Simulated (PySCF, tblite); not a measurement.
# C2H8F3P3Si: geometry, infrared bands and NMR shifts

What infrared bands and NMR shifts should C2H8F3P3Si (`CP(PP[SiH3])C(F)(F)F`) show?

Computed with tblite 0.8.0 and PySCF 2.14.0, with density-fitted response routines of our own, on a single molecule in the gas phase. Atoms are numbered from 0 throughout.

## Step 1: The starting structure

17 atoms, charge 0, multiplicity 1; geometry from: force field or distance geometry start.

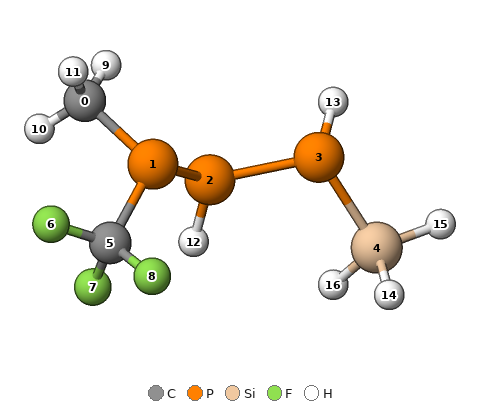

As it starts; carbon grey, phosphorus orange, silicon light orange, fluorine green, hydrogen white, atoms numbered; sticks join atoms by distance.

## Step 2: Geometry optimisation with GFN2-xTB

Job settings and geometry (Å):

```
{"job": {"kind": "relax", "xc": "GFN2-xTB", "basis": "xTB"}, "charge": 0, "multiplicity": 1}
C     -2.572400     1.297100    -0.875900
P     -1.440500     0.420000     0.296600
P      0.490000     0.227100    -0.707500
P      2.135900     1.140400     0.384400
Si     3.730600    -0.374400     0.621100
C     -2.233700    -1.206500     0.721500
F     -3.612000    -1.056300     0.683300
F     -1.866900    -2.200000    -0.171800
F     -1.897000    -1.585300     2.007300
H     -1.940700     2.002500    -1.455600
H     -3.058300     0.538600    -1.508000
H     -3.333500     1.872400    -0.271600
H      0.754300    -1.072300    -1.233100
H      2.682200     2.177100    -0.481600
H      3.514500    -1.126500     1.859800
H      5.025000     0.300500     0.612400
H      3.615700    -1.342400    -0.491400
```

Run with:

```console
$ OMP_NUM_THREADS=1 python probes_run.py task.json out
```

The driver reads the jobs from task.json and runs them one after another.

**Question.** This job is followed by: GFN2-xTB harmonic vibrations, gas phase; GIAO PBE0/pcSseg-1 NMR shielding, non-relativistic, gas phase. What will the session give for the following? strongest single infrared mode (GFN2-xTB); zero-point energy (GFN2-xTB); 13C shifts against TMS (PBE0/pcSseg-1); 1H shifts against TMS (PBE0/pcSseg-1, means over atoms taken as alike); 31P shifts against H3PO4 (PBE0/pcSseg-1); 29Si shifts against TMS (PBE0/pcSseg-1); 19F shifts against CFCl3 (PBE0/pcSseg-1, means over atoms taken as alike).

The runs gave:

```
                                                                 quantity                       value
                                strongest single infrared mode (GFN2-xTB)        742 cm⁻¹, 520 km/mol
                                             zero-point energy (GFN2-xTB)               59.2 kcal/mol
                                   13C shifts against TMS (PBE0/pcSseg-1)              141.4, 8.2 ppm
   1H shifts against TMS (PBE0/pcSseg-1, means over atoms taken as alike)  4.27, 2.96, 1.50, 1.25 ppm
                                 31P shifts against H3PO4 (PBE0/pcSseg-1)   -45.4, -165.0, -268.4 ppm
                                  29Si shifts against TMS (PBE0/pcSseg-1)                   -75.9 ppm
19F shifts against CFCl3 (PBE0/pcSseg-1, means over atoms taken as alike)                   -74.2 ppm
```

In words: Relaxing lowered the energy by 1.892 eV in 170 steps; the close pair that moved most is P3–H13, from 1.457 to 1.390 Å. No mode is imaginary among the 45: a minimum at this level. The strongest single mode, at 742 cm⁻¹, moves mainly H14 and H15. GFN2-xTB is a fitted tight-binding method: band positions and strengths are rough. Its intensities can rank the bands wrongly. At PBE0/pcSseg-1: The largest span, 209 ppm, is at P1, where the paramagnetic term is -604 ppm.
